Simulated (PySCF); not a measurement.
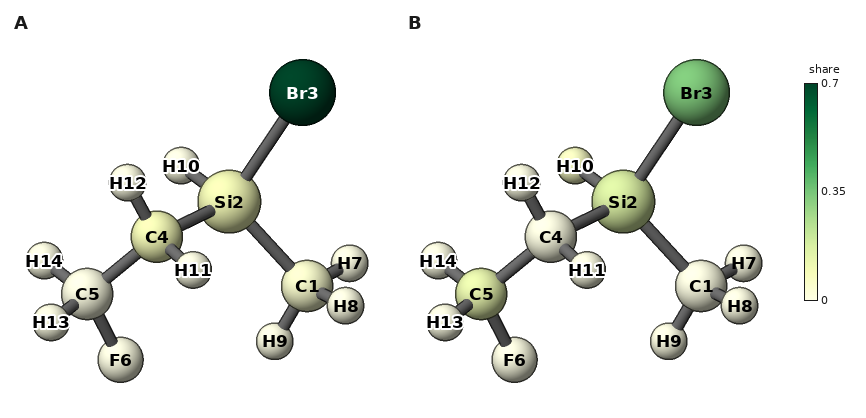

Each panel colours the atoms by their Löwdin share in one orbital (up to four of the largest shares; other atoms are shown as zero). The geometry was computed by an optimisation with GFN2-xTB. No frequency run is at hand to confirm it as a minimum. Method: CAM-B3LYP/def2-SVPD (PySCF 2.14.0).

The panels show the HOMO, LUMO, in some order. Which is which?

Answer. A: HOMO, −9.38 eV; Br3 0.70, Si2 0.09, C4 0.09, C1 0.04
B: LUMO, 0.99 eV; Br3 0.34, Si2 0.17, C5 0.13, H10 0.07

The geometry is semi-empirical. Around Br, Si such bond lengths and angles can be off by a tenth of an ångström or more and by several degrees, and values that hang on the shape move with them.
